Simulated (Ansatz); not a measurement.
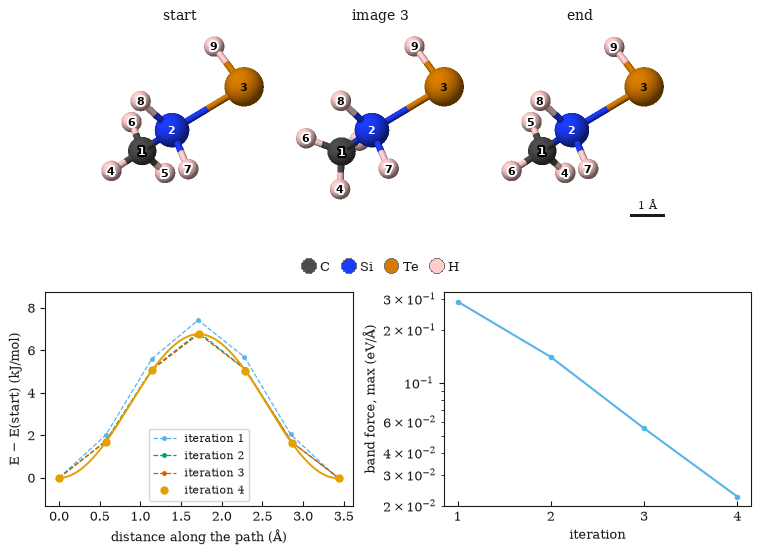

NEB run on CH6SiTe. Images are numbered from 0 (start) to 6 (end). The plot follows the band through its iterations. A ball-and-stick model, seen from a free direction.

These are results of RKS PBE-D4/def2-SVP in Ansatz, not measurements. Settings: 5 movable images; climbing image; force threshold 0.05 eV/Å; iteration limit 60; starting path by image-dependent pair potential.

> Did the band converge, and can the barrier be trusted?

The result is final at these settings. The band converged in 4 iterations. The largest component of the band force went from 0.29 to 0.023 eV/Å. The climbing image converged on the top of the path. Its vibrational analysis gives one imaginary mode (167i cm⁻¹), as a transition state must have. The first iteration put the highest image at 7.4 kJ/mol. The two ends have the same energy, and the highest point, image 3, lies 6.8 kJ/mol above the start.
